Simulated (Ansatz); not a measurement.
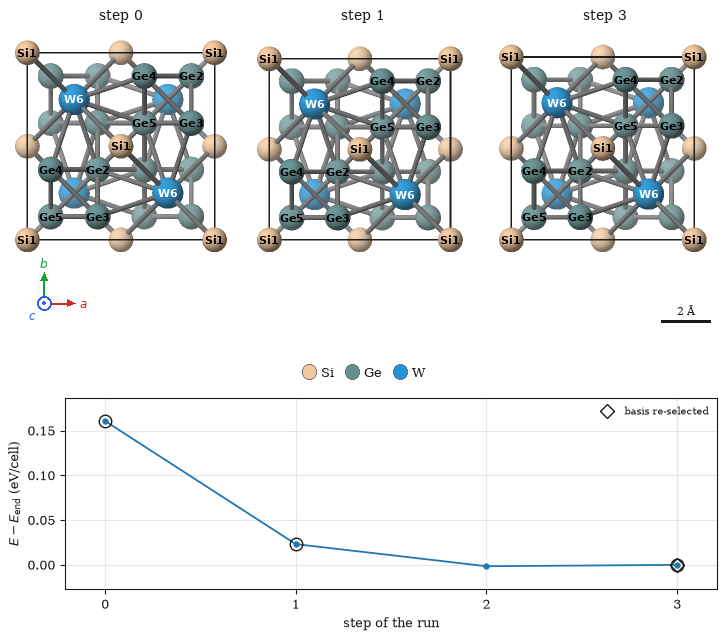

Frames of a relaxation of solid SiGe$_{4}$W (a generated structure, set up in F-43m) (coarse preliminary run), marked on the history of the run. A ball-and-stick model of the conventional cell (4 times the calculation's cell), seen along the c axis. Lengths and directions refer to the drawn axes.

Theory: DFT PBE, scalar-relativistic, plane waves, PAW in Ansatz.

Input file:
```yaml
crystal:
  lattice:
    - [0.0, 3.8534869, 3.8534869]
    - [3.8534869, 0.0, 3.8534869]
    - [3.8534869, 3.8534869, 0.0]
  atoms:
    - { symbol: Si, position: [0.0, 0.0, 0.0] }
    - { symbol: Ge, position: [0.87383896, 0.37538701, 0.37538701] }
    - { symbol: Ge, position: [0.37538701, 0.37538701, 0.37538701] }
    - { symbol: Ge, position: [0.37538701, 0.87383896, 0.37538701] }
    - { symbol: Ge, position: [0.37538701, 0.37538701, 0.87383896] }
    - { symbol: W, position: [0.75, 0.75, 0.75] }
basis:
  ecutwfc: 420
kpoints:
  mp_grid: { grid: [4, 4, 4] }
hamiltonian:
  xc: pbe
scf:
  occupations: { method: gaussian, width: 0.1 }
  lower_state_search: "off"
output:
  forces: true
  stress: true
  eigenvalues: true
relax:
  adjacent_minimum: "off"
  f_tol: 0.04
  max_steps: 70
  cell: { stress_tol: 0.4 }
```

Launched with:
```bash
ansatz run input.yaml --threads 1 --pin off --max-ram 2560MiB --backend cpu --events-out ev --progress --plain --runs-dir out
```

Question: What happens along the run?

Answer: After 2 accepted moves (3 points after the start) the energy has fallen by 0.161 eV per cell of the calculation. Largest force component: 0.17 eV/Å at the start, 0.0041 eV/Å at the end. Pressure: −5.83 GPa at the start and −0.26 GPa at the end. The SCF was repeated once at an unchanged geometry on a basis and grid sized afresh for the cell, which shifted the energy by 1.5 meV per cell of the calculation at most. The largest moves relative to the cell, 0.009 Å, are those of Ge2, Ge3, Ge4 and Ge5. Ge2 goes along [1 1 −1]. W and Si stay in place. Cell: a = b = c 7.707 → 7.530 Å (−2.3 %). Volume −6.7 %. Near-neighbour distances that change, for instance: Ge2–Ge3 2.716 → 2.639 Å, Si1–W6 3.337 → 3.260 Å, Ge2–W6 3.194 → 3.119 Å, Ge2–Ge3 (another image) 2.733 → 2.685 Å. The space group stays F-43m (No. 216). Cost: 8.2 s on 1 thread of Intel(R) Xeon(R) Gold 6455B (Sapphire Rapids) (shared host), peak memory 0.41 GiB. From step 0 to 1: Ge atoms move most (0.02 Å), volume −9.5 %, energy −0.138 eV per cell of the calculation. From step 1 to 3: volume +3.0 %, energy −23.2 meV per cell of the calculation.
